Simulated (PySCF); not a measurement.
# CCSDTQ/6-31G run of H2O (water)

Aim: the energy change on altering one bond length of H2O (water) at CCSDTQ/6-31G, from 2 runs. The job is set up through a Python script.

Program for the calculation: PySCF 2.14.0.

8 further runs of the same task are left out: 8 set aside as unsound or not needed.

**1. Starting point**

H2O has 3 atoms, charge 0, and is taken as a singlet. SMILES: `O`. Geometry: relaxed at PBE0-D4/def2-TZVP.

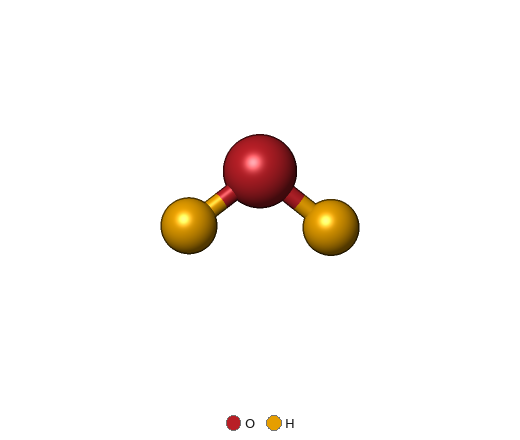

The structure, seen from a chosen angle (oxygen red, hydrogen amber).

**2. A single-point energy at CCSDTQ/6-31G**

Contents of calc.py:

```python
# O
from pyscf import gto, cc

molecule = gto.Mole()
molecule.atom = [
    ('O', (-0.302700, 0.200200, -0.140600)),
    ('H', (0.466500, 0.548400, 0.315300)),
    ('H', (-0.163800, -0.748600, -0.174700)),
]
molecule.max_memory = 1860
molecule.basis = '6-31g'
molecule.verbose = 4
molecule.build()

hf = molecule.RHF()
hf.conv_tol = 1e-10
hf.kernel()
if not hf.converged:
    hf = hf.newton().run(hf.mo_coeff, hf.mo_occ)

mycc = cc.CCSDTQ(hf, frozen=1)
mycc.kernel()
e_final = mycc.e_tot
print('Final energy', e_final)
```

The run is started by

```console
$ OMP_NUM_THREADS=1 python calc.py
```

Output:

```text
PySCF version 2.14.0

[INPUT] num. atoms = 3
[INPUT] num. electrons = 10
[INPUT] charge = 0
[INPUT] spin (= nelec alpha-beta = 2S) = 0
[INPUT] symmetry False subgroup None
[INPUT] Mole.unit = angstrom
[INPUT] Symbol           X                Y                Z      unit          X                Y                Z       unit  Magmom
[INPUT]  1 O     -0.302700000000   0.200200000000  -0.140600000000 AA   -0.572020097906   0.378323170138  -0.265695493114 Bohr   0.0
[INPUT]  2 H      0.466500000000   0.548400000000   0.315300000000 AA    0.881557237110   1.036325806711   0.595830647075 Bohr   0.0
[INPUT]  3 H     -0.163800000000  -0.748600000000  -0.174700000000 AA   -0.309537139204  -1.414648976849  -0.330135153962 Bohr   0.0

nuclear repulsion = 9.17130075880099
number of shells = 9
number of NR pGTOs = 30
number of NR cGTOs = 13
basis = 6-31g
ecp = {}

******** <class 'pyscf.scf.hf.RHF'> ********
method = RHF
initial guess = minao
damping factor = 0
level_shift factor = 0
DIIS = <class 'pyscf.scf.diis.CDIIS'>
diis_start_cycle = 1
diis_space = 8
diis_damp = 0
SCF conv_tol = 1e-10
SCF conv_tol_grad = None
SCF max_cycles = 50
direct_scf = True
direct_scf_tol = 1e-13
Set gradient conv threshold to 1e-05
Initial guess from minao.
init E= -75.8301475633844
  HOMO = -0.474142897858086  LUMO = 0.123307290665638  gap/eV = 16.25745
cycle= 1 E= -75.946107338534  delta_E= -0.116  |g|= 0.419  |ddm|= 1.19
  HOMO = -0.413931813404884  LUMO = 0.208997288651024  gap/eV = 16.95076
cycle= 2 E= -75.9749084471216  delta_E= -0.0288  |g|= 0.227  |ddm|= 0.406
  HOMO = -0.50325147122291  LUMO = 0.197673244569015  gap/eV = 19.07313
cycle= 3 E= -75.9839737361106  delta_E= -0.00907  |g|= 0.0219  |ddm|= 0.142
  HOMO = -0.499481051144575  LUMO = 0.203537640661202  gap/eV = 19.13011
cycle= 4 E= -75.9841424957582  delta_E= -0.000169  |g|= 0.00351  |ddm|= 0.0223
  HOMO = -0.500787718224789  LUMO = 0.203402624125354  gap/eV = 19.16200
cycle= 5 E= -75.9841484795566  delta_E= -5.98e-06  |g|= 0.000529  |ddm|= 0.00504
  HOMO = -0.500992149066174  LUMO = 0.203374218160326  gap/eV = 19.16679
cycle= 6 E= -75.9841486342198  delta_E= -1.55e-07  |g|= 5.07e-05  |ddm|= 0.000921
  HOMO = -0.500991464035039  LUMO = 0.203372654997834  gap/eV = 19.16672
cycle= 7 E= -75.9841486356734  delta_E= -1.45e-09  |g|= 1.18e-05  |ddm|= 9.12e-05
  HOMO = -0.500987741619564  LUMO = 0.203372537932601  gap/eV = 19.16662
cycle= 8 E= -75.9841486357825  delta_E= -1.09e-10  |g|= 1.54e-06  |ddm|= 3.02e-05
  HOMO = -0.500987723497956  LUMO = 0.20337223225059  gap/eV = 19.16661
cycle= 9 E= -75.9841486357841  delta_E= -1.59e-12  |g|= 1.72e-07  |ddm|= 4.11e-06
  HOMO = -0.500987723932824  LUMO = 0.203372222893652  gap/eV = 19.16661
Extra cycle  E= -75.9841486357841  delta_E= -1.42e-14  |g|= 5.19e-08  |ddm|= 1.94e-07
converged SCF energy = -75.9841486357841

******** <class 'pyscf.cc.rccsdtq.RCCSDTQ'> ********
RCCSDTQ nocc = 4, nmo = 12
Allocating only the i<=j<=k<=l part of the T4 amplitude in memory
frozen orbitals 1
max_cycle = 50
conv_tol = 1e-07
conv_tol_normt = 1e-06
diis with the T4 amplitude
diis_space = 6
diis_start_cycle = 0
diis_start_energy_diff = 1e+09
einsum_backend: numpy
_make_eris_incore_RCCSDTQ
blksize  4

WARN: A large `blksize` is being used, which may cause large memory consumption
      for storing contraction intermediates. If memory is sufficient, consider using
      `pyscf.cc.rccsdtq_highm.RCCSDTQ` instead.

Approximate memory usage estimate
    ERIs memory               162 KB
    T1-ERIs memory            162 KB
Init t2, MP2 energy = -76.112086592188  E_corr(MP2) -0.127937956404
Init E_corr(RCCSDTQ) = -0.127937956404006
cycle =  1  E_corr(RCCSDTQ) = -0.130320649233  dE = -2.382692829428e-03  norm(d tamps) = 3.04912252e-02
cycle =  2  E_corr(RCCSDTQ) = -0.134638576759  dE = -4.317927525797e-03  norm(d tamps) = 1.25528741e-02
cycle =  3  E_corr(RCCSDTQ) = -0.135530155221  dE = -8.915784617257e-04  norm(d tamps) = 4.78085218e-03
cycle =  4  E_corr(RCCSDTQ) = -0.136093797298  dE = -5.636420772822e-04  norm(d tamps) = 1.96747735e-03
cycle =  5  E_corr(RCCSDTQ) = -0.136125469455  dE = -3.167215672686e-05  norm(d tamps) = 3.68037648e-04
cycle =  6  E_corr(RCCSDTQ) = -0.136106148633  dE =  1.932082239456e-05  norm(d tamps) = 1.41132292e-04
cycle =  7  E_corr(RCCSDTQ) = -0.136101045853  dE =  5.102779510990e-06  norm(d tamps) = 3.99900305e-05
cycle =  8  E_corr(RCCSDTQ) = -0.136103438970  dE = -2.393117263688e-06  norm(d tamps) = 1.17826798e-05
cycle =  9  E_corr(RCCSDTQ) = -0.136102755225  dE =  6.837454367692e-07  norm(d tamps) = 3.46274205e-06
cycle = 10  E_corr(RCCSDTQ) = -0.136102800877  dE = -4.565261152445e-08  norm(d tamps) = 1.12525914e-06
cycle = 11  E_corr(RCCSDTQ) = -0.136102794814  dE =  6.063864133043e-09  norm(d tamps) = 2.78144234e-07
RCCSDTQ converged
E(RCCSDTQ) = -76.12025143059773   E_corr = -0.1361027948136347
E_corr(same-spin) = -0.0242437221056452
E_corr(oppo-spin) = -0.11185907270799
Final energy -76.12025143059773
```

Run time: 28 s. Hardware: 1 thread of Intel Xeon Platinum 8375C at 2.90GHz (Ice Lake), shared host; peak memory 0.18 GiB.

**3. The distorted shape at the same level**

Contents of calc.py:

```python
from pyscf import gto, cc

system = gto.M(
    atom=[
    ('O', (-0.469374, 1.338718, -0.099682)),
    ('H', (0.299826, 1.686918, 0.356218)),
    ('H', (-0.163800, -0.748600, -0.174700)),
],
    max_memory=1860,
    spin=0,
    verbose=3,
    basis='6-31g',
)

calc0 = system.RHF()
calc0.conv_tol = 1e-10
calc0.kernel()
if not calc0.converged:
    calc0 = calc0.newton().run(calc0.mo_coeff, calc0.mo_occ)

mycc = cc.CCSDTQ(calc0, frozen=1)
mycc.kernel()
energy = mycc.e_tot
print('E(%s) = %.9f' % ('CCSDTQ', energy))
```

The run is started by

```console
$ OMP_NUM_THREADS=1 python calc.py
```

Output:

```text
converged SCF energy = -75.7466586944224
_make_eris_incore_RCCSDTQ

WARN: A large `blksize` is being used, which may cause large memory consumption
      for storing contraction intermediates. If memory is sufficient, consider using
      `pyscf.cc.rccsdtq_highm.RCCSDTQ` instead.

RCCSDTQ converged
E(RCCSDTQ) = -75.97635976073063   E_corr = -0.2297010663082401
E_corr(same-spin) = -0.0209736188280327
E_corr(oppo-spin) = -0.208727447480207
E(CCSDTQ) = -75.976359761
```

It took 45 s on 1 thread of Intel Xeon Platinum 8375C at 2.90GHz (Ice Lake), shared host; peak memory 0.18 GiB.

**4. Outcome**

Level: CCSDTQ/6-31G, 1 core orbital frozen.

| quantity | value |
| --- | --- |
| first shape: total energy | -76.12025 Eh |
| first shape: dipole moment (Hartree–Fock density) | 2.62 D |
| first shape: HOMO energy (Hartree–Fock orbitals) | -13.63 eV |
| first shape: LUMO energy (Hartree–Fock orbitals) | 5.53 eV |
| first shape: HOMO–LUMO gap (Hartree–Fock orbitals) | 19.17 eV |
| first shape: correlation energy (1 core orbital frozen) | -136.1 mEh |
| first shape: T1 diagnostic | 0.006 |
| distorted shape: total energy | -75.97636 Eh |
| distorted shape: dipole moment (Hartree–Fock density) | 2.44 D |
| distorted shape: HOMO energy (Hartree–Fock orbitals) | -10.99 eV |
| distorted shape: LUMO energy (Hartree–Fock orbitals) | -1.06 eV |
| distorted shape: HOMO–LUMO gap (Hartree–Fock orbitals) | 9.93 eV |
| distorted shape: correlation energy (1 core orbital frozen) | -229.7 mEh |
| distorted shape: T1 diagnostic | 0.037 |
| energy change with the O1–H3 bond stretched from 0.960 to 2.111 Å | 3.915 eV |

What this shows: With the O1–H3 bond stretched from 0.960 to 2.111 Å the energy rises by 3.92 eV (378 kJ/mol). The first shape isn't relaxed at this level, so the change isn't measured from a minimum. Mulliken charges (first shape) of the mean-field density run from -0.79 on O1 to +0.40 on H2; they depend strongly on the basis.
